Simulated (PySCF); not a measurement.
## Electronic structure of C9H15B (SMILES C1CC1B(C1CC1)C1CC1) in real space

```xyz
25

C     2.0875   -0.9339   -1.6895
C     2.3952   -1.4136   -0.3230
C     1.6085   -0.1222   -0.4961
B     0.0922   -0.0971   -0.1375
C    -0.7901   -1.3558   -0.3932
C    -2.2401   -1.1765   -0.8192
C    -1.9453   -1.6719    0.5445
C    -0.5413    1.1877    0.4757
C    -0.0272    2.5544    0.0494
C     0.2873    2.0587    1.4086
H     2.8986   -0.5083   -2.2861
H     1.3349   -1.4671   -2.2771
H     1.8601   -2.2871    0.0600
H     3.4219   -1.3252    0.0414
H     2.2006    0.7810   -0.3114
H    -0.3140   -2.2455   -0.8200
H    -2.6116   -0.1548   -0.9383
H    -2.6322   -1.8814   -1.5570
H    -2.1300   -2.7261    0.7665
H    -2.1095   -1.0026    1.3936
H    -1.6097    1.1754    0.7182
H     0.7722    2.5871   -0.6962
H    -0.7666    3.3527   -0.0556
H    -0.2306    2.5078    2.2600
H     1.3099    1.7389    1.6275
```

Geometry: PBE0-D3(BJ)/def2-SVP.

Computed with PySCF 2.14.0, B3LYP/def2-SVPD, SCF density, gas phase.

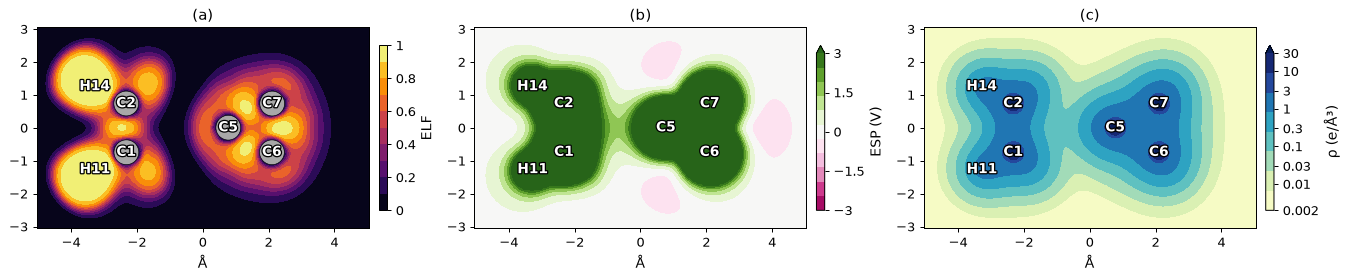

Figure 1. (a) ELF; (b) molecular electrostatic potential; (c) electron density on the plane of atoms C6, C5 and C7. Grey discs cover the atomic cores in the ELF map.

What do the fields say about this system?

Answer.
- The plane passes through C and H nuclei.
- C–C (1.48 Å): ρ at the midpoint is about 1.7 e/Å³; the ELF peaks at about 0.90 between the atoms; a covalent bond.
- C–H (1.09 Å): ρ at the midpoint is about 1.9 e/Å³; the ELF climbs to about 1 towards the hydrogen, as it does in any bond to H; an ordinary covalent bond to hydrogen.
- C–C (1.52 Å): the density is about 1.5 e/Å³ at the midpoint; the ELF peaks at about 0.85 between the atoms; a shared electron pair.
- Outside the dense part of the molecule the potential is most negative (−0.5 V) near C1, C2, C6 and C7.

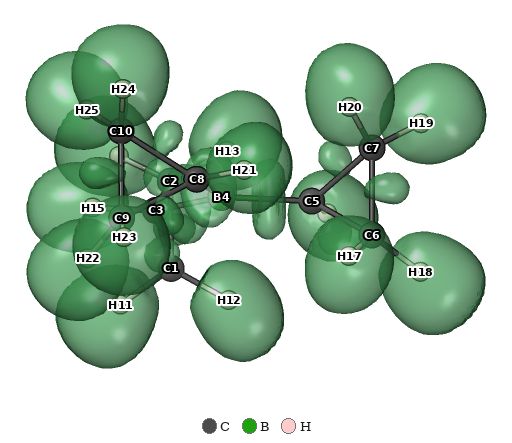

Figure 2. Isosurface of the electron localisation function at 0.85 (green), seen from one side. Core shells and regions of very low density are left out.

Identify the bonds, lone pairs and shells in this picture.

Answer. The surface consists of three regions between bonded B–C atoms (shared pairs), nine regions between bonded C–C atoms (shared pairs) and 15 regions around hydrogen nuclei.


 C–B (1.56 Å): the ELF peaks at about 1 between the atoms (a shared electron pair).

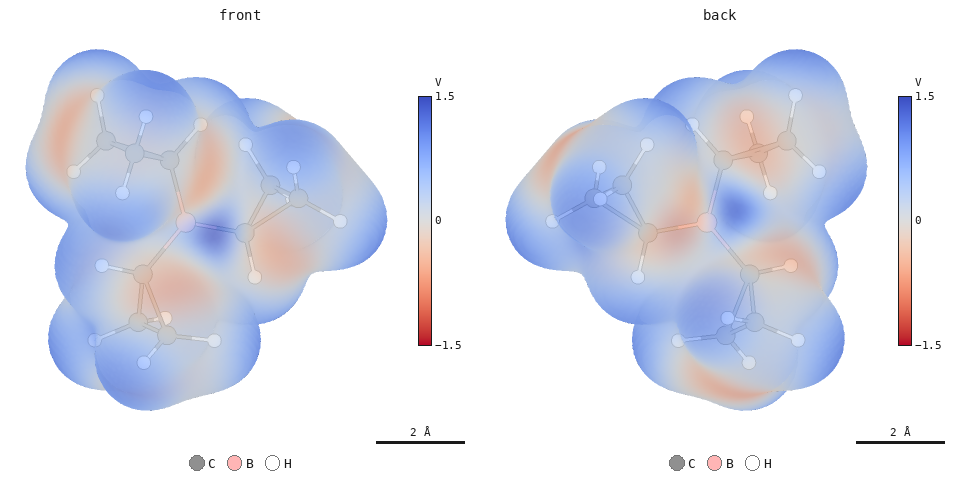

Figure 3. The electrostatic potential painted on the density surface at 0.004 e/bohr³, seen from the front and from behind; the colour scale runs from red (negative) to blue (positive).

Describe the electrostatic potential map.

Answer. The most negative region (about −0.5 V, or −12 kcal/mol for a unit charge) lies over the C atoms, the most positive (about +1.0 V, or +23 kcal/mol for a unit charge) over the B and H atoms.

What dipole moment does the calculation give?

Answer. Its dipole moment is zero.
